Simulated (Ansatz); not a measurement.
# Random fluorite-type alloy of CaF2 and CdF2 (96 atoms): support functions against a reference, part 2 of 2

Wanted: errors and times of a linear-scaling basis for random fluorite-type alloy of CaF2 and CdF2 (96 atoms). A setting counts as converged where the r.m.s. difference of forces stays under 1 % of the r.m.s. force.

Ansatz 0.2.0; Kohn-Sham DFT, PBE, PAW (set soft_2), plane waves.

The cell: 20 Ca, 64 F and 12 Cd. The host structure and its lattice constant were typed by rule, without a check against the phase diagram. Only the Γ point is sampled, in a cell whose shortest periodic width is 11 Å.

So far. Step 3 (Support functions low): Forces differ from the reference by 0.66 meV/Å r.m.s., 0.083 % of their size, well within a tolerance of 1 %; the energy by -5.4 meV/atom. It took 51 s and 11 cycles; the reference's time can't be set against it, since the two runs asked for unlike analyses. Step 4 (Support functions medium): Forces differ from the reference by 0.6 meV/Å r.m.s., 0.075 % of their size, well within a tolerance of 1 %; the energy by -5.5 meV/atom.

## Step 5: Support functions medium, radius 2.94 Å

Level of this step: Kohn-Sham DFT, PBE, PAW (set soft_2), localised support functions (medium) (Ansatz).

The radius confines each support function; a larger one gives more freedom and more work per atom.

Input file input.yaml:

```yaml
crystal:
  lattice:
    - [10.8712, 0.0, 0.0]
    - [0.0, 10.8712, 0.0]
    - [0.0, 0.0, 10.8712]
  atoms:
    [... the 96 atom lines of step 2 ...]
kpoints:
  mp_grid: { grid: [1, 1, 1] }
hamiltonian:
  xc: pbe
scf:
  occupations: { method: fermi_dirac, width: 0.05 }
  eigensolver: { kind: { support_functions: { accuracy: medium, radius: 2.94 } } }
  max_iter: 150
output:
  forces: true
  eigenvalues: true
```

The run is started by

```sh
$ ansatz run input.yaml --threads 8 --pin off --max-ram 15872MiB --backend cpu --events-out ev --progress --plain --runs-dir out
```

Numbers of over 12 decimals in the logs are rounded to 6 here.

The log of the run:

```text
Warning: scf.eigensolver.kind.support_functions: disabling space-group detection — the functions' gradient is summed over unrotated k-points, so no spatial operation reduces the k-mesh or symmetrises the density; time reversal is kept, so that k and −k are solved as one point where they differ and the mesh holds both, and exact exchange and, on two spinor components, a DFT+U term hold to it where the run has them: [...]
Warning: basis.ecutwfc = 631 eV, auto-derived: no grid that the accuracy of the support functions lays serves the files at the lower one that their records recommend; a deck with other species or settings can derive another value
settings of this run that can trade accuracy for cost: scf.eigensolver.kind.support_functions [...]
Engine: ansatz 0.2.0, aarch64-unknown-linux-gnu
Pseudopotentials: kind: paw
Pseudopotential: Ca, paw, valence charge 10, recommended cutoff 420 eV (normal), Ca.paw.azcp
Pseudopotential: F, paw, valence charge 7, recommended cutoff 420 eV (normal), F.paw.azcp
Pseudopotential: Cd, paw, valence charge 20, recommended cutoff 420 eV (normal), Cd.paw.azcp
[... 5 lines on functional and potentials left out ...]
Error: SCF: the radius of support functions is under 3.49 Å, the least for these sites at the functions' level (scf.eigensolver.kind.support_functions.accuracy). Use scf.eigensolver.kind: auto, or type scf.eigensolver.kind.support_functions.radius at least as long, [...]
```

Wall time 2.4 s (8 threads of Arm Neoverse V2, shared host); peak memory 0.41 GiB.

The program refuses radii under 3.49 Å for these atoms at this level.

## Step 6: Support functions medium, radius 3.23 Å

The radius confines each support function; a larger one gives more freedom and more work per atom.

input.yaml, the sections that differ from step 5:

```yaml
scf:
  occupations: { method: fermi_dirac, width: 0.05 }
  eigensolver: { kind: { support_functions: { accuracy: medium, radius: 3.23 } } }
  max_iter: 150
# crystal, kpoints, hamiltonian, output: as in step 5
```

The log of the run:

```text
Warning: scf.eigensolver.kind.support_functions: disabling space-group detection — the functions' gradient is summed over unrotated k-points, so no spatial operation reduces the k-mesh or symmetrises the density; time reversal is kept, so that k and −k are solved as one point where they differ and the mesh holds both, and exact exchange and, on two spinor components, a DFT+U term hold to it where the run has them: [...]
Warning: basis.ecutwfc = 631 eV, auto-derived: no grid that the accuracy of the support functions lays serves the files at the lower one that their records recommend; a deck with other species or settings can derive another value
settings of this run that can trade accuracy for cost: scf.eigensolver.kind.support_functions [...]
Engine: ansatz 0.2.0, aarch64-unknown-linux-gnu
Pseudopotentials: kind: paw
Pseudopotential: Ca, paw, valence charge 10, recommended cutoff 420 eV (normal), Ca.paw.azcp
Pseudopotential: F, paw, valence charge 7, recommended cutoff 420 eV (normal), F.paw.azcp
Pseudopotential: Cd, paw, valence charge 20, recommended cutoff 420 eV (normal), Cd.paw.azcp
[... 5 lines on functional and potentials left out ...]
Error: SCF: the radius of support functions is under 3.49 Å, the least for these sites at the functions' level (scf.eigensolver.kind.support_functions.accuracy). Use scf.eigensolver.kind: auto, or type scf.eigensolver.kind.support_functions.radius at least as long, [...]
```

The job ended after 2.5 s (8 threads; peak memory 0.42 GiB).

The program refuses radii under 3.49 Å for these atoms at this level.

## Step 7: Support functions medium, radius 3.45 Å

The radius confines each support function; a larger one gives more freedom and more work per atom.

input.yaml, the sections that differ from step 6:

```yaml
scf:
  occupations: { method: fermi_dirac, width: 0.05 }
  eigensolver: { kind: { support_functions: { accuracy: medium, radius: 3.45 } } }
  max_iter: 150
# crystal, kpoints, hamiltonian, output: as in step 6
```

The log of the run:

```text
Warning: scf.eigensolver.kind.support_functions: disabling space-group detection — the functions' gradient is summed over unrotated k-points, so no spatial operation reduces the k-mesh or symmetrises the density; time reversal is kept, so that k and −k are solved as one point where they differ and the mesh holds both, and exact exchange and, on two spinor components, a DFT+U term hold to it where the run has them: [...]
Warning: basis.ecutwfc = 631 eV, auto-derived: no grid that the accuracy of the support functions lays serves the files at the lower one that their records recommend; a deck with other species or settings can derive another value
settings of this run that can trade accuracy for cost: scf.eigensolver.kind.support_functions [...]
Engine: ansatz 0.2.0, aarch64-unknown-linux-gnu
Pseudopotentials: kind: paw
Pseudopotential: Ca, paw, valence charge 10, recommended cutoff 420 eV (normal), Ca.paw.azcp
Pseudopotential: F, paw, valence charge 7, recommended cutoff 420 eV (normal), F.paw.azcp
Pseudopotential: Cd, paw, valence charge 20, recommended cutoff 420 eV (normal), Cd.paw.azcp
[... 5 lines on functional and potentials left out ...]
Error: SCF: the radius of support functions is under 3.49 Å, the least for these sites at the functions' level (scf.eigensolver.kind.support_functions.accuracy). Use scf.eigensolver.kind: auto, or type scf.eigensolver.kind.support_functions.radius at least as long, [...]
```

Run time: 2.5 s. Hardware: 8 threads; peak memory 0.42 GiB.

The program refuses radii under 3.49 Å for these atoms at this level.

Runs without a result: support functions medium, radius 2.94 Å (error); support functions medium, radius 3.23 Å (error); support functions medium, radius 3.45 Å (error).

## Step 8: The ladder side by side

Each row is set against the plane-wave reference (Kohn-Sham DFT, PBE, PAW (set soft_2), plane waves; r.m.s. force component 0.800 eV/Å). Energies are set beside the reference only for runs with its functional, potentials and electron count. Times are for 8 threads of Arm Neoverse V2, shared host. The reference's time includes the DOS, the stress and grids, which some other runs skip.

| run | Δ force, r.m.s. (meV/Å) | share of r.m.s. force (%) | Δ energy (meV/atom) | Δ gap (eV) | cycles | time | host memory (GiB) |
| --- | --- | --- | --- | --- | --- | --- | --- |
| reference | - | - | - | - | 9 | 15 s | 2.1 |
| support functions low | 0.663 | 0.0828 | -5.36 | -0.0014 | 11 | 51 s | 4 |
| support functions medium | 0.6 | 0.0749 | -5.46 | 0 | 13 | 93 s | 5.6 |

## Step 9: The reference in detail

The comparisons rest on this run, so its electronic structure is set out here.

Length of the force by element:

| element | coordination | atoms | mean length of the force (eV/Å) | spread | least | most |
| --- | --- | --- | --- | --- | --- | --- |
| Ca | all | 20 | 1.47 | 0.781 | 0.428 | 4.13 |
| Cd | all | 12 | 1.39 | 0.497 | 0.775 | 2.27 |
| F | all | 64 | 1.09 | 0.657 | 0.198 | 3.82 |

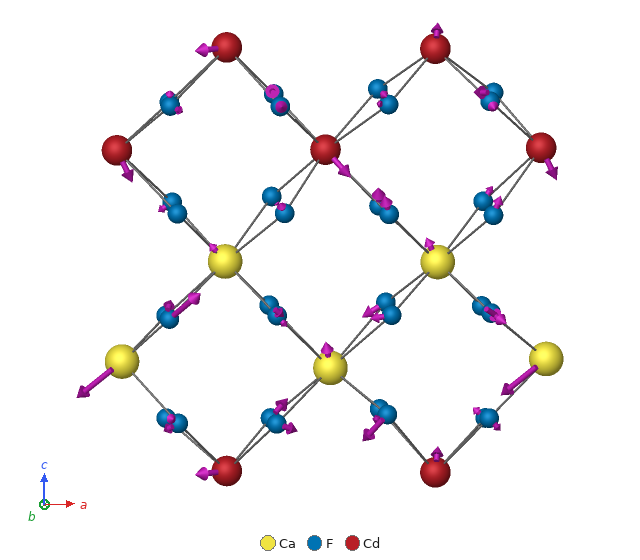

Forces as arrows; the longest in the cell is 4.13 eV/Å. Drawn is a slice 4 Å thick, seen along the normal of the ac plane.

Intrinsic-atomic-orbital charges by element:

| element | coordination | atoms | mean charge (e) | spread | least | most |
| --- | --- | --- | --- | --- | --- | --- |
| Ca | all | 20 | 1.74 | 0.0023 | 1.73 | 1.74 |
| Cd | all | 12 | 1.54 | 0.006 | 1.53 | 1.55 |
| F | all | 64 | -0.833 | 0.0258 | -0.876 | -0.768 |

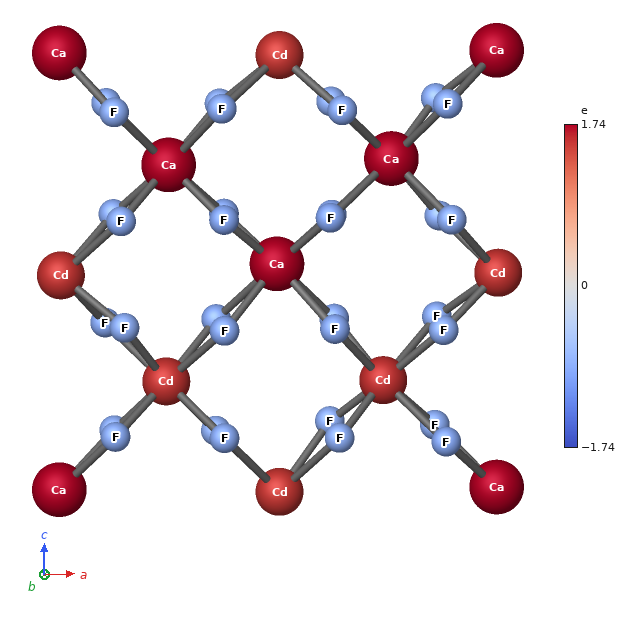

Atoms coloured by intrinsic-atomic-orbital charge. Drawn is a slice 4 Å thick, seen along the normal of the ac plane.

Charge against the make-up of the first shell:

| Ca neighbours of F | atoms | mean charge (e) |
| --- | --- | --- |
| 0 | 1 | -0.768 |
| 1 | 7 | -0.789 |
| 2 | 23 | -0.821 |
| 3 | 25 | -0.846 |
| 4 | 8 | -0.873 |

States in the cell by windows of 1 eV, zero at the Fermi level; the larger projections on atomic orbitals stand beside the total:

| from (eV) | to (eV) | total | F p | Cd d |
| --- | --- | --- | --- | --- |
| -10 | -9 | 0.0 | 0.0 | 0.0 |
| -9 | -8 | 5.0 | 1.0 | 3.9 |
| -8 | -7 | 77.5 | 11.7 | 65.1 |
| -7 | -6 | 40.8 | 6.6 | 33.3 |
| -6 | -5 | 41.2 | 34.4 | 2.8 |
| -5 | -4 | 116.8 | 107.0 | 4.6 |
| -4 | -3 | 129.8 | 120.9 | 5.3 |
| -3 | -2 | 88.9 | 83.5 | 4.3 |
| -2 | -1 | 4.0 | 3.8 | 0.1 |
| -1 | 1 | 0.0 | 0.0 | 0.0 |
| 1 | 2 | 1.8 | 0.2 | 0.0 |
| 2 | 3 | 0.3 | 0.0 | 0.0 |
| 3 | 4 | 10.0 | 1.8 | 0.0 |
| 4 | 5 | 9.1 | 1.5 | 0.0 |

Between -26 and -10 eV lie 248 more states.

The stored curve holds about 752 of the 888 electrons; the rest, give or take the few that broadening carries across the Fermi level, lie in deeper levels below its range.

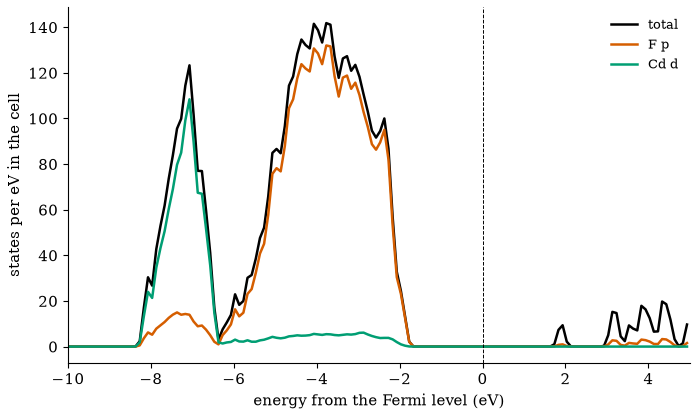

Total and projected density of states, with the broadening of the input.

The levels nearest the highest filled one (over half full), pooled over k-points and spins:

| level less the highest filled one (eV) | occupation |
| --- | --- |
| -0.296 | 2 |
| -0.275 | 2 |
| -0.212 | 2 |
| -0.158 | 2 |
| -0.0698 | 2 |
| 0 | 2 |
| 3.80 | 0 |
| 5.04 | 0 |
| 5.14 | 0 |
| 5.48 | 0 |
| 5.73 | 0 |
| 5.80 | 0 |

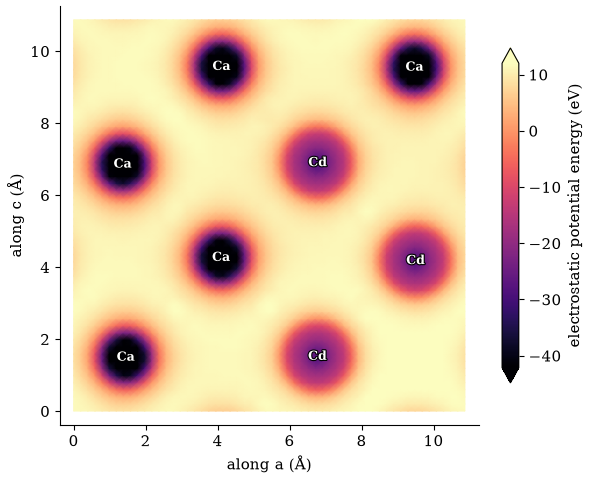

Electrostatic potential energy in the ac plane at fractional y = 0.003, with atoms of Ca and Cd within 0.2 Å of it. With pseudopotentials it is smooth inside the atoms' cores, unlike the true potential. The map starts off the cell's origin, so that atoms lie inside it.

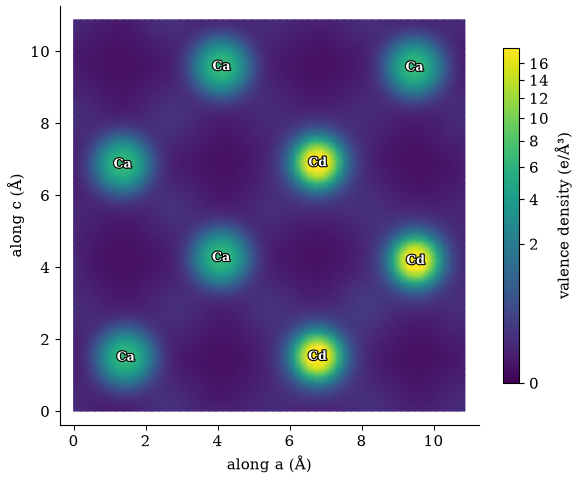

Valence density in the ac plane at fractional y = 0.003, with atoms of Ca and Cd within 0.2 Å of it. It is the smooth field of the valence electrons, not physical close to the nuclei. The map starts off the cell's origin, so that atoms lie inside it. The colour scale is stretched toward low values.

Mean intrinsic-atomic-orbital charges: Ca +1.74, Cd +1.54, F -0.83 e. The charge on F changes by -0.027 e for each Ca neighbour that takes the place of another kind, on average.

## Step 10: Structure statistics

Bonds and neighbours are counted at the geometry of the runs.

Density 4.35 g/cm³, 13.38 Å³ an atom.

g(r), total and by pair (bins of 0.2 Å):

| r (Å) | total | F-F | F-Ca | F-Cd | Ca-Ca | Ca-Cd | Cd-Cd |
| --- | --- | --- | --- | --- | --- | --- | --- |
| 1.90 | 0.03 | 0.00 | 0.11 | 0.00 | 0.00 | 0.00 | 0.00 |
| 2.10 | 0.58 | 0.00 | 1.31 | 1.31 | 0.00 | 0.00 | 0.00 |
| 2.30 | 2.79 | 0.09 | 6.03 | 6.46 | 0.00 | 0.00 | 0.00 |
| 2.50 | 2.13 | 1.22 | 3.62 | 3.51 | 0.00 | 0.00 | 0.00 |
| 2.70 | 1.76 | 3.56 | 0.51 | 0.29 | 0.00 | 0.00 | 0.00 |
| 2.90 | 0.67 | 1.51 | 0.00 | 0.00 | 0.00 | 0.00 | 0.00 |
| 3.10 | 0.06 | 0.14 | 0.00 | 0.00 | 0.00 | 0.00 | 0.00 |
| 3.30 | 0.00 | 0.00 | 0.00 | 0.00 | 0.00 | 0.00 | 0.00 |
| 3.50 | 0.15 | 0.30 | 0.00 | 0.00 | 0.40 | 0.00 | 0.00 |
| 3.70 | 1.57 | 2.40 | 0.00 | 0.00 | 4.04 | 4.92 | 5.09 |
| 3.90 | 2.04 | 2.81 | 0.00 | 0.00 | 7.41 | 7.20 | 6.60 |
| 4.10 | 0.58 | 1.00 | 0.05 | 0.04 | 0.78 | 1.43 | 0.44 |
| 4.30 | 0.82 | 0.03 | 1.98 | 1.56 | 0.00 | 0.00 | 0.00 |
| 4.50 | 2.75 | 0.62 | 5.38 | 5.88 | 0.00 | 0.00 | 0.00 |
| 4.70 | 1.57 | 1.60 | 1.98 | 1.86 | 0.00 | 0.00 | 0.00 |
| 4.90 | 0.30 | 0.59 | 0.07 | 0.09 | 0.00 | 0.00 | 0.00 |
| 5.10 | 0.08 | 0.14 | 0.00 | 0.00 | 0.00 | 0.24 | 0.00 |
| 5.30 | 0.38 | 0.55 | 0.00 | 0.00 | 1.35 | 1.12 | 1.24 |
| 5.50 | 0.54 | 0.76 | 0.01 | 0.02 | 1.60 | 1.84 | 1.65 |
| 5.70 | 0.54 | 0.32 | 0.92 | 0.75 | 0.16 | 0.26 | 0.00 |
| 5.90 | 2.10 | 1.42 | 3.17 | 3.51 | 0.00 | 0.00 | 0.00 |
| 6.10 | 1.76 | 2.75 | 1.30 | 1.09 | 0.00 | 0.00 | 0.00 |
| 6.30 | 0.53 | 1.10 | 0.06 | 0.08 | 0.13 | 0.11 | 0.00 |
| 6.50 | 0.86 | 1.30 | 0.00 | 0.00 | 2.64 | 2.54 | 2.50 |
| 6.70 | 1.62 | 2.29 | 0.07 | 0.10 | 5.24 | 4.91 | 5.57 |
| 6.90 | 1.04 | 0.54 | 1.62 | 1.52 | 0.77 | 0.90 | 0.91 |
| 7.10 | 1.25 | 0.04 | 2.69 | 2.95 | 0.00 | 0.00 | 0.00 |
| 7.30 | 0.31 | 0.02 | 0.74 | 0.54 | 0.00 | 0.00 | 0.13 |

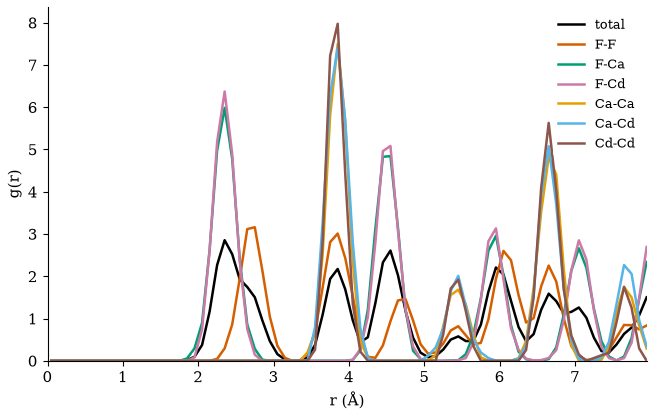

Pair distribution functions, lightly smoothed.

Bonds by pair of elements; cutoffs follow the first minimum of g(r), held within bounds set by covalent radii, and pairs that aren't listed don't count as bonded:

| pair A-B | cutoff (Å) | bonds | mean length (Å) | spread (Å) | shortest (Å) | B about A | A about B |
| --- | --- | --- | --- | --- | --- | --- | --- |
| F-Ca | 3.08 | 160 | 2.36 | 0.134 | 1.93 | 2.5 | 8 |
| F-Cd | 2.91 | 96 | 2.36 | 0.122 | 2.05 | 1.5 | 8 |

How many atoms have how many bonded neighbours:

| element | mean | 4 | 8 |
| --- | --- | --- | --- |
| Ca | 8 | 0 | 20 |
| Cd | 8 | 0 | 12 |
| F | 4 | 64 | 0 |

First main peaks of g(r), for some of the pairs, lie near 2.72 Å (F-F), 2.33 Å (F-Ca), 2.36 Å (F-Cd), 3.86 Å (Ca-Ca), 3.83 Å (Ca-Cd) and 3.82 Å (Cd-Cd). Counting bonds as in the table, all Ca atoms have 8, all Cd atoms have 8 and all F atoms have 4 bonded neighbours.

A closer look about Ca28, which bears the longest force: 13 atoms, nearest first, numbered in the order of the input, with positions taken from that point.

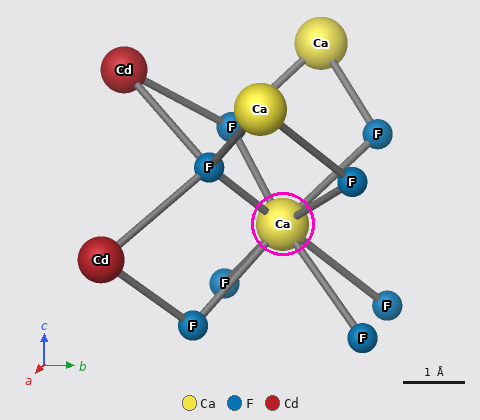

The atoms of the table, within 3.7 Å (arrows a, b, c point along x, y, z); some may hide others; the central atom is ringed.

| atom | x | y | z | distance (Å) | bonds | intrinsic-atomic-orbital charge (e) | Fx | Fy | Fz (eV/Å) |
| --- | --- | --- | --- | --- | --- | --- | --- | --- | --- |
| Ca28 | 0.00 | 0.00 | 0.00 | 0.00 | 8 | 1.74 | -2.77 | 1.82 | -2.46 |
| F36 | 1.14 | -1.02 | 1.17 | 1.93 | 4 | -0.85 | 1.98 | -2.57 | 2.02 |
| F29 | 1.23 | 1.43 | 1.05 | 2.16 | 4 | -0.87 | 0.30 | 0.81 | 0.73 |
| F80 | -1.49 | -1.16 | 1.29 | 2.29 | 4 | -0.83 | 0.77 | -0.96 | -0.51 |
| F26 | 1.35 | -1.25 | -1.49 | 2.37 | 4 | -0.81 | -0.68 | 0.56 | -0.43 |
| F75 | -1.56 | 1.30 | 1.26 | 2.39 | 4 | -0.87 | 1.38 | 1.46 | -0.99 |
| F78 | -1.55 | -1.30 | -1.40 | 2.46 | 4 | -0.81 | 0.50 | 0.08 | -0.56 |
| F33 | 1.24 | 1.61 | -1.60 | 2.59 | 4 | -0.85 | 0.28 | -0.76 | 0.02 |
| F83 | -1.46 | 1.49 | -1.63 | 2.65 | 4 | -0.84 | -0.54 | -0.15 | 0.46 |
| Cd31 | 2.55 | -2.57 | -0.17 | 3.63 | 8 | 1.55 | 0.55 | -0.69 | 0.56 |
| Ca46 | 2.65 | 0.15 | 2.54 | 3.68 | 8 | 1.74 | -0.57 | -0.12 | 0.65 |
| Cd37 | -0.07 | -2.71 | 2.50 | 3.69 | 8 | 1.54 | 0.00 | 0.87 | 0.52 |
| Ca94 | -2.77 | 0.10 | 2.50 | 3.73 | 8 | 1.74 | -0.48 | -0.17 | 1.01 |

The column of bonds counts only the pairs F-Ca within 3.08 Å, F-Cd within 2.91 Å; other neighbours, such as metal atoms beside each other in a compound, aren't counted, and periodic images can show an atom twice.

## Step 11: Results

```json
{"free energy per atom": "-1950.5600 eV/atom", "density": "4.351 g/cm³", "pressure": "6.18 GPa", "r.m.s. force component": "0.8004 eV/Å", "gap (highest filled to lowest empty level)": "3.805 eV", "wall time of the 3 DFT runs": "2.6 min"}
```

**Reading.** Against plane waves at 420 eV, the forces differ by 0.6 meV/Å (0.075 %) with support functions medium. At 96 atoms the fastest of the runs at a preset level, support functions low, takes roughly 3.3 times the time of plane waves (whose run also made extra analyses, so the like-for-like ratio is larger), in 11 SCF cycles against 9. Differences between support functions and plane waves include what basis error the plane-wave run still has.

The highest filled and lowest empty levels differ by 3.80 eV at Γ alone; the mesh holds the band edges only if they fold onto it, so the gap at this level can be narrower or closed, while semilocal functionals tend to narrow gaps against experiment. Counting bonds as in the table, all Ca atoms have 8, all Cd atoms have 8 and all F atoms have 4 bonded neighbours.

What to keep in mind: The geometry was built by rule, was displaced at random and isn't relaxed at this level: its force components are 0.80 eV/Å r.m.s. The pressure of 6.2 GPa belongs to a cell and atoms that aren't relaxed at this level.

[Logs are printed without paths, hosts, clocks, repeated set-up lines and the standing remarks that a program may print on its own settings, such as how far it seeks lower states.]

[Hosts, paths, dates, database ids (printed as entryN), source tags and the programs' standing remarks are cut or masked in the printed files.]
